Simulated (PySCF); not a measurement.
**C4H6F3Si2 (doublet): density, localisation and related maps**

```xyz
15

C     3.4699    0.9598    0.4621
C     2.6236    0.3972   -0.1737
Si    1.3390   -0.4849   -1.2099
C     0.1518   -1.2599    0.0794
Si   -0.7153   -0.0141    1.1942
F    -1.7853   -0.7605    2.1519
C    -1.8387    1.0981    0.0747
F    -2.1828    0.4454   -1.0759
F    -1.1705    2.2155   -0.3300
H     2.0154   -1.5483   -1.9634
H     0.6886    0.5006   -2.0704
H    -0.6006   -1.8360   -0.4636
H     0.7051   -1.9704    0.6931
H     0.0709    0.8297    2.0707
H    -2.7754    1.4359    0.5389
```

Geometry: GFN2-xTB.

Level of theory: UKS B3LYP, pcH-1 on C F H Si, non-relativistic, mean-field spin-orbit, GIAO in PySCF 2.14.0, density-fitted response routines.

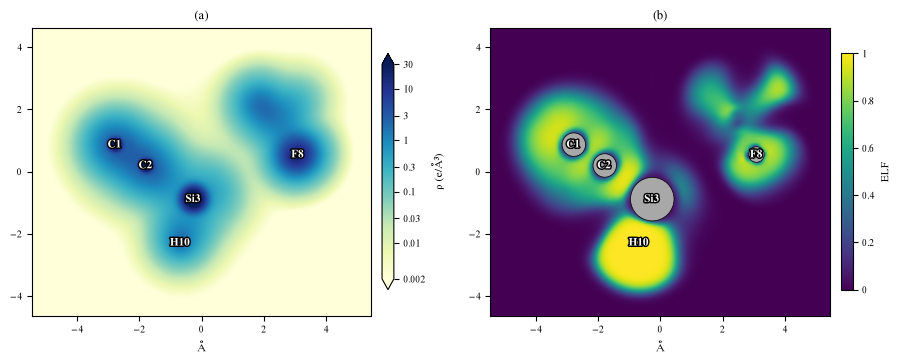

Figure 1. (a) total electron density; (b) electron localisation function on the plane of atoms C2, Si3 and H10. Grey discs cover the atomic cores in the ELF map.

Question: Interpret the plot.

Answer: Atoms in the plane: C, Si, F and H. C–C (1.20 Å): the density is about 2.7 e/Å³ at the midpoint; the ELF peaks at about 0.80 between the atoms (a short, multiple covalent bond). C–Si (1.87 Å): ρ at the midpoint is about 0.88 e/Å³; the ELF peaks at about 0.95 between the atoms; localised, covalent bonding. Si–H (1.47 Å): ρ is about 0.82 e/Å³ halfway; the ELF climbs to about 1 towards the hydrogen, as it does in any bond to H. The ELF also peaks beside F8 and C1, away from the bonds: non-bonding electrons, paired or unpaired.

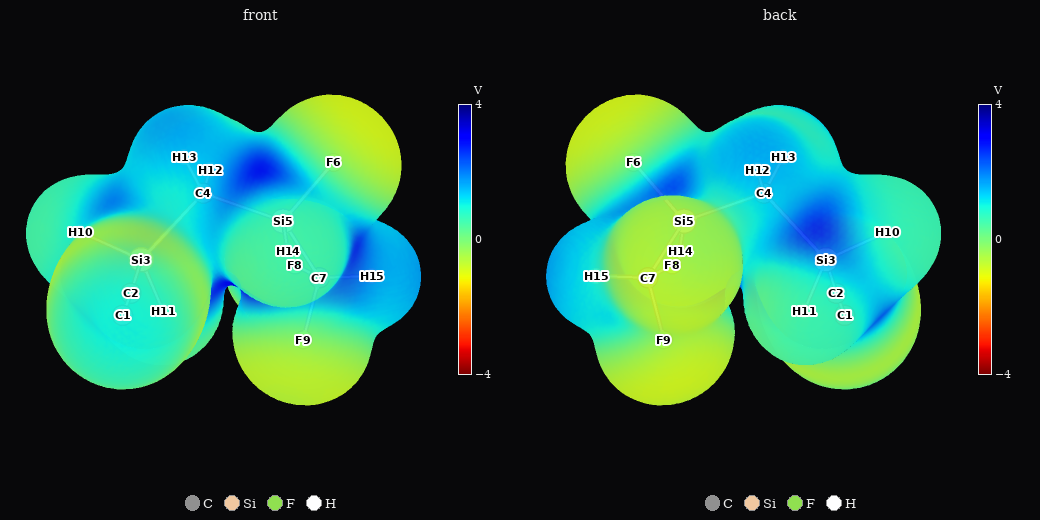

Figure 2. The electrostatic potential painted on the density surface at 0.004 e/bohr³, seen from the front and from behind; the colour scale runs from red (negative) to blue (positive).

Question: Describe the electrostatic potential map.

Answer: The most negative region (about −0.9 V) lies over F6 and F9, the most positive (about +2.9 V) over Si3 and Si5.
